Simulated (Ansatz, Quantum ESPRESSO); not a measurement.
# Cu: work function by face, part 4 of 6

Which face of Cu holds its electrons most tightly, and does packing explain the order?

Quantum ESPRESSO 7.5; plane-wave DFT, PBE, GBRV ultrasoft pseudopotentials; geometry and cross-check by Ansatz 0.2.0 with PAW datasets.

So far. Step 6 (Electrostatic potential of (111)): On (111) the work function under LDA lies +0.37 eV from PBE's. Step 7 (Relaxation with Ansatz of (100)): The relaxation lowers the energy by 2 meV an atom. Held were the atoms numbered 3; the forces quoted are those on the free ones.

### 11. Electrostatic potential of (100)

100.lda.pot.in

```
&inputpp
  prefix = '100.lda'
  outdir = './out'
  filplot = '100.lda.pot.dat'
  plot_num = 11
/
```

Launch:

```sh
OMP_NUM_THREADS=1 mpirun -n 4 pp.x -in 100.lda.pot.in > 100.lda.pot.out
```

It took 0.79 s on 4 MPI ranks of Arm Neoverse V1, shared host; peak memory 0.1 GiB; 2.8 s of CPU time.

This step gave:

* work function of the upper face: 4.870 eV
* slope of the potential above: 1.76e-4 eV/Å
* upper vacuum line continued to the top atoms, over the Fermi level: 4.869 eV
* work function of the lower face: 4.871 eV
* slope of the potential below: -2.45e-5 eV/Å
* lower vacuum line continued to the bottom atoms, over the Fermi level: 4.870 eV

On (100) the work function under LDA lies +0.37 eV from PBE's.

### 12. Relaxation with Ansatz of (110)

Level of this step: plane-wave DFT, PBE, Ansatz PAW (Ansatz 0.2.0).

System of this step: Cu(110), 7 layers. The cell holds 7 atoms: 7 Cu. Cell: a = 3.610 Å, b = 2.553 Å, c = 23.658 Å, α = 90.0°, β = 90.0°, γ = 90.0°. It derives from Cu. Vacuum lies along c.

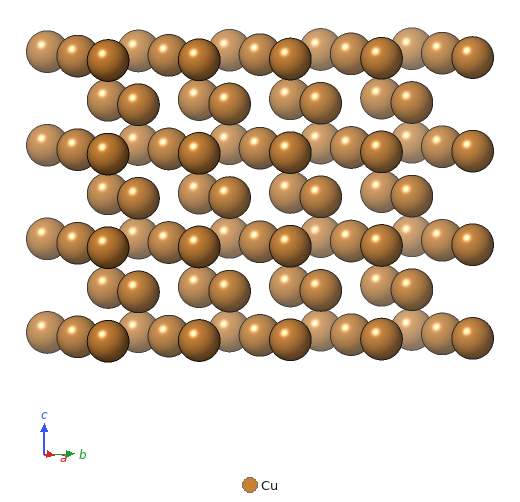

The cell of this step (copper orange). 2×4×1 cells are drawn. Some periodic images of atoms are drawn too.

input.yaml

```yaml
crystal:
  lattice:
    - [3.61, 0.0, 0.0]
    - [0.0, 2.5526554801, 0.0]
    - [0.0, 0.0, 23.6579664403]
  atoms:
    - { symbol: Cu, position: [0.0, 0.0, 0.338152479] }
    - { symbol: Cu, position: [0.5, 0.5, 0.3921016527] }
    - { symbol: Cu, position: [0.0, 0.0, 0.4460508263] }
    - { symbol: Cu, position: [0.5, 0.5, 0.5] }
    - { symbol: Cu, position: [0.0, 0.0, 0.5539491737] }
    - { symbol: Cu, position: [0.5, 0.5, 0.6078983473] }
    - { symbol: Cu, position: [0.0, 0.0, 0.661847521] }
kpoints:
  mp_grid: { grid: [8, 12, 1] }
hamiltonian:
  xc: pbe
scf:
  occupations: { method: fermi_dirac, width: 0.1 }
  convergence: { dr2_threshold: 1.0e-08 }
efield:
  axis: 3
  dipole_correction: true
  ramp_position: 0.97
  ramp_width: 0.04
relax:
  f_tol: 0.01
  constraints: [{ sites: [2, 3, 4] }]
output:
  write_potential: true
  write_density: true
  volumetric_format: npy
```

Launch:

```sh
ansatz run input.yaml --threads 4 --pin off --max-ram 8192MiB --backend cpu --events-out ev --progress --plain --runs-dir out
```

Numbers of over 12 decimals in the logs are rounded to 6 here.

The log of the run:

```text
[...]
Crystal: 7 atoms, lattice volume = 218.010 Å³
Basis set: ecut = 420 eV, 4311 PW (Γ), exchange–correlation on 50×36×320 points (8 copies of the dense FFT grid, shifted against one another)
Bands: 80, of which v1, the nominal top of the filled ones, is band 67 counted from 1 (66 counted from 0)
Symmetry: 4 space group operations
k-points: 35 of 96
[...]
SCF iter   1: F=—  HF=-46374.408530 eV  |F-HF|=—  |Δ(HF+E_count)|=         —  Δρ=2.35e-3  dr2=3.87e-2  ethr=1.77e-3  p=-0.000 e·Å  D=-2.89e-5 V/Å  ΔV_dip=0.00 eV  dr2_dipole=8.13e-8  V_vac-E_F(+/−)=4.26/4.26 eV  ⟨swp⟩=7.7  Hψ=11612  notcnv=0  defer=53
[...]
SCF iter  10: F=-46374.412968 eV  HF=-46374.412968 eV  |F-HF|=5.28e-8  |Δ(HF+E_count)|=   8.55e-8  Δρ=1.35e-6  dr2=2.81e-9  ethr=7.52e-12  p=-0.000 e·Å  D=-4.86e-7 V/Å  ΔV_dip=0.00 eV  dr2_dipole=4.74e-12  V_vac-E_F(+/−)=4.33/4.33 eV  ⟨swp⟩=9.1  Hψ=18230  notcnv=0
SCF 1 converged in 10 iterations: F = -46374.412968 eV  dr2 = 2.81e-9
[...]
relax step   1: F+E_penalty+E_count = -46374.41296777 eV  Δ(F+E_penalty+E_count) = +0.000e0 eV  max|allowed force component| = 3.810e-1 eV/Å  Δτ_max = 0.0000 Å  (10 SCF iters, accepted)
[...]
SCF iter  10: F=-46374.435493 eV  HF=-46374.435493 eV  |F-HF|=1.46e-8  |Δ(HF+E_count)|=   7.93e-9  Δρ=7.19e-7  dr2=9.24e-10  ethr=7.52e-12  p=0.000 e·Å  D=4.17e-7 V/Å  ΔV_dip=-0.00 eV  dr2_dipole=2.68e-14  V_vac-E_F(+/−)=4.34/4.34 eV  ⟨swp⟩=8.7  Hψ=17735  notcnv=0
SCF 2 converged in 10 iterations: F = -46374.435493 eV  dr2 = 9.24e-10
relax step   2: F+E_penalty+E_count = -46374.43549311 eV  Δ(F+E_penalty+E_count) = -2.253e-2 eV  max|allowed force component| = 2.608e-1 eV/Å  Δτ_max = 0.0238 Å  (10 SCF iters, accepted)
SCF iter   1: F=—  HF=-46374.459017 eV  |F-HF|=—  |Δ(HF+E_count)|=         —  Δρ=3.98e-3  dr2=1.60e-2  ethr=1.33e-4  p=0.000 e·Å  D=3.76e-7 V/Å  ΔV_dip=-0.00 eV  dr2_dipole=3.77e-12  V_vac-E_F(+/−)=4.34/4.34 eV  ⟨swp⟩=4.5  Hψ=6521  notcnv=0  defer=146
[...]
SCF iter  11: F=-46374.452631 eV  HF=-46374.452631 eV  |F-HF|=1.21e-8  |Δ(HF+E_count)|=   5.85e-8  Δρ=8.39e-7  dr2=1.22e-9  ethr=7.52e-12  p=0.000 e·Å  D=3.53e-7 V/Å  ΔV_dip=-0.00 eV  dr2_dipole=8.72e-14  V_vac-E_F(+/−)=4.37/4.37 eV  ⟨swp⟩=9.1  Hψ=18284  notcnv=0
SCF 3 converged in 11 iterations: F = -46374.452631 eV  dr2 = 1.22e-9
[...]
relax step   3: F+E_penalty+E_count = -46374.45263084 eV  Δ(F+E_penalty+E_count) = -1.714e-2 eV  max|allowed force component| = 3.618e-3 eV/Å  Δτ_max = 0.0382 Å  (11 SCF iters, accepted)
[...]
the search or the solves at the SCF's close seem to have found levels that the self-consistency loop had missed (the run counts 2). By its estimate they hold under 1e-12 electrons; where the run keeps them, the occupations were computed again with them
[...]
SCF converged after 11 iterations
Free energy (F): -46374.452631 eV
[...]
Internal energy: -46374.377985 eV  (E = F + TS)
E sigma→0 (E₀):  -46374.415308 eV
Entropy (-TS):   -0.074646 eV (-10.664 meV/atom)
Fermi energy:    3.665952 eV
Dipole field:    D = -0.000000 V/Å  (p = -0.000000 e·Å, saw-weighted, corrected)
Work function:   Φ+ = 4.3704 eV   Φ− = 4.3704 eV
[...]
--- Forces (eV/Å), atoms counted from 1 ---
  atom   1  Cu     0.00000000     0.00000000    -0.00361767
  atom   2  Cu     0.00000000     0.00000000     0.00073074
  atom   3  Cu     0.00000000     0.00000000     0.02577721
  atom   4  Cu     0.00000000     0.00000000     0.00000032
  atom   5  Cu     0.00000000     0.00000000    -0.02577677
  atom   6  Cu     0.00000000     0.00000000    -0.00073142
  atom   7  Cu     0.00000000     0.00000000     0.00361794
  max |Σ_I F_I| component: 3.51e-7 eV/Å
--- Band table (eV; the first three rows and the last of 35) ---
  k-point 0: bands = [... 63 lower, 2.1298, 2.3008, 2.3295, 2.6486, 4.0267, 5.9369, 6.1832, 7.6035, ... 9 higher]
  k-point 1: bands = [... 63 lower, 2.1078, 2.2135, 2.3155, 2.7256, 4.1766, 6.2951, 6.3397, 7.7608, ... 9 higher]
  k-point 2: bands = [... 63 lower, 2.1384, 2.2255, 2.3014, 2.9471, 4.6081, 6.7894, 7.2189, 8.2261, ... 9 higher]
  k-point 34: bands = [... 63 lower, 3.5253, 3.6806, 5.1723, 5.4272, 7.2216, 7.5958, 7.6018, 7.6507, ... 9 higher]
--- Relaxed structure (3 steps of the walk, 3 accepted, 0 SCFs on fresh bases) ---
  F+E_penalty+E_count = -46374.45263084 eV   max|allowed force component| = 3.618e-3 eV/Å
  atoms:
    - { symbol: Cu, position: [0.0, 0.0, 0.340571] }
    - { symbol: Cu, position: [0.5, 0.5, 0.389881] }
    - { symbol: Cu, position: [0.0, 0.0, 0.446051] }
    - { symbol: Cu, position: [0.5, 0.5, 0.5] }
    - { symbol: Cu, position: [0.0, 0.0, 0.5539491737] }
    - { symbol: Cu, position: [0.5, 0.5, 0.610119] }
    - { symbol: Cu, position: [0.0, 0.0, 0.659429] }
```

Run time: 55 s. Hardware: 4 threads; peak memory 0.86 GiB; 3.7 min of CPU time.

The steps of the relaxation:

| step | energy less that of the first step (eV) | largest force component (eV/Å) |
| --- | --- | --- |
| 1 | 0.0000 | 0.3810 |
| 2 | -0.0225 | 0.2608 |
| 3 | -0.0397 | 0.0036 |

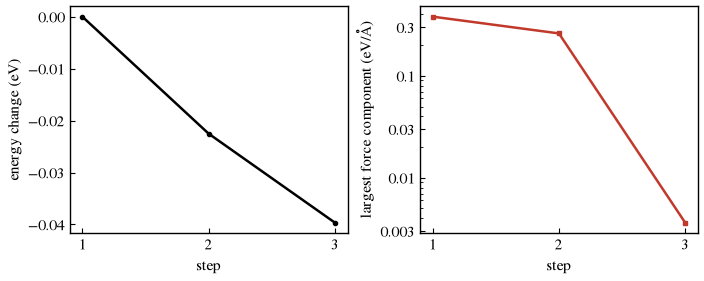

Energy and largest force along the relaxation.

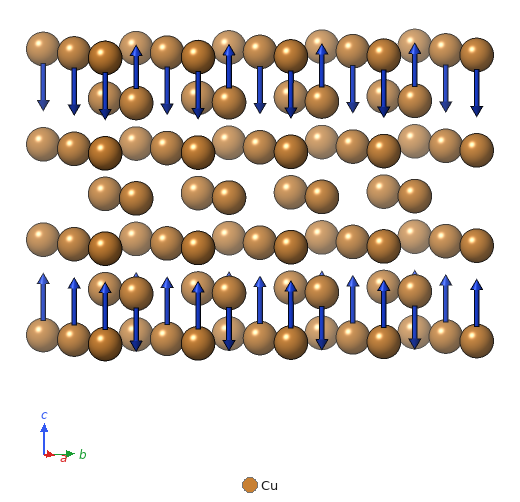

Displacements in the relaxation, exaggerated; the longest in the cell stands for 0.06 Å. 2×4×1 cells are drawn. Some periodic images of atoms are drawn too.

The atoms that moved most (Å):

| atom | dx | dy | dz | length |
| --- | --- | --- | --- | --- |
| Cu1 | 0.000 | 0.000 | 0.057 | 0.057 |
| Cu7 | 0.000 | 0.000 | -0.057 | 0.057 |
| Cu6 | 0.000 | 0.000 | 0.053 | 0.053 |
| Cu2 | 0.000 | 0.000 | -0.053 | 0.053 |

The relaxation lowers the energy by 6 meV an atom. Held were the atoms numbered 3, 4 and 5; the forces quoted are those on the free ones.

Numbers from this step:

| Item | Value |
| --- | --- |
| free energy | -46374.4526 eV |
| energy at zero smearing | -46374.4153 eV |
| smearing term TS | 0.07465 eV |
| Fermi energy | 3.666 eV |
| symmetry operations | 4 |
| work function of the upper face | 4.370 eV |
| work function of the lower face | 4.370 eV |
| dipole along the normal | -3.33e-8 e·Å |

(Continued in part 5 of 6.)

[Logs are printed without paths, hosts, clocks, repeated set-up lines and the standing remarks that a program may print on its own settings, such as how far it seeks lower states.]

[Hosts, paths, dates, database ids (printed as entryN), source tags and the programs' standing remarks are cut or masked in the printed files.]

[Maps of the electrostatic potential energy from Ansatz leave out the sawtooth potential of an applied field or a dipole correction, so their vacuum need not be flat; planar profiles and work functions include it.]
